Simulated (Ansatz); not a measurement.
Start from Na2Te in the anti-fluorite structure (space group Fm-3m, No. 225; a = 7.246 Å). Axes: x, y, z lie along the cube axes.

Modification: tensile biaxial strain of 2.50 % in the plane normal to [001], as in epitaxy on a mismatched substrate; the out-of-plane cell vector and the atoms relax.

The values are results of DFT with PBEsol, PAW potentials and a 420 eV plane-wave cutoff in Ansatz (a quantum-chemistry and plane-wave program), no SOC, not measurements.

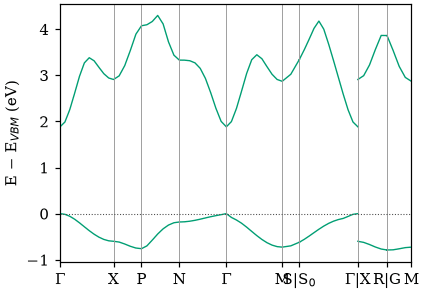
Highest valence and lowest conduction band along the path of the changed cell's own zone

The gap is 1.88 eV, direct at Γ; the base has 2.02 eV.

With Te present, leaving out spin-orbit coupling can change the band edges. No phonon test of stability was made. k-point labels follow each cell's own Brillouin zone.
